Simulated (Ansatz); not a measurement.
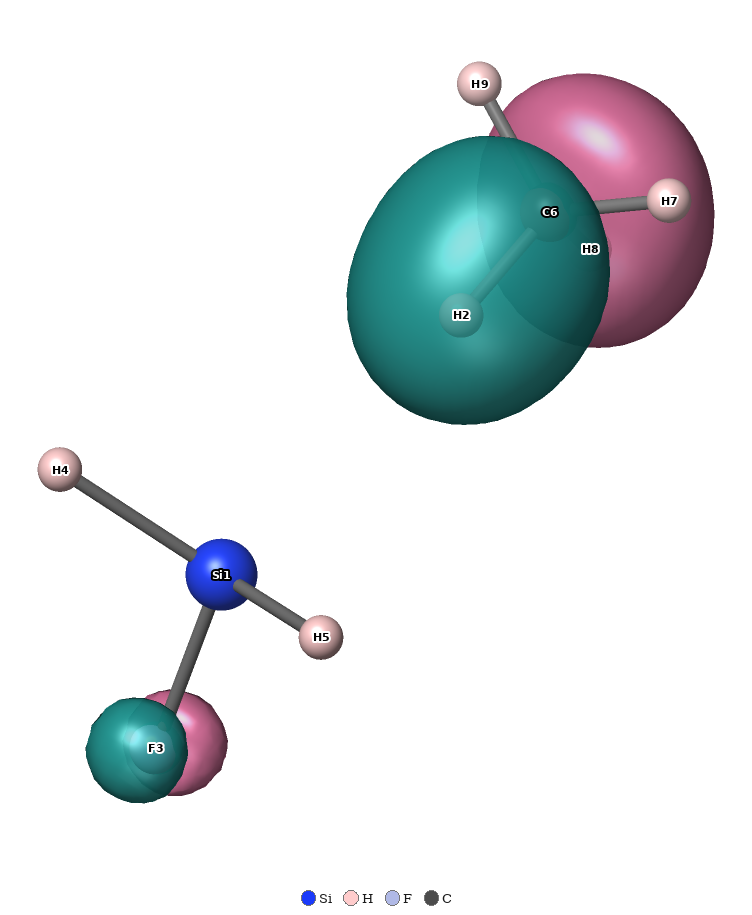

*FH2Si···CH4 (doublet). The HOMO−1 (β) at ±0.15 Å⁻³ᐟ² (teal and pink are the two phases), seen at an oblique angle.*

Level of theory: Ansatz 0.2.0, UKS PBE-D4/6-31G*.

```xyz
9

Si    0.0766    0.0000   -0.5529
H     0.0838    0.0003    2.4224
F     1.5150    0.0001   -1.3233
H    -0.6926    1.2333   -0.9603
H    -0.6924   -1.2336   -0.9603
C    -0.0174    0.0000    3.5210
H    -0.6085   -0.8737    3.8343
H     0.9833   -0.0493    3.9764
H    -0.5236    0.9227    3.8424
```

Q: Where does this orbital lie, and at what energy?

A: Its weight (Hirshfeld) is mainly on C6 (about 45 %), H2 (about 20 %) and H8 (about 20 %). Its energy is −9.27 eV.
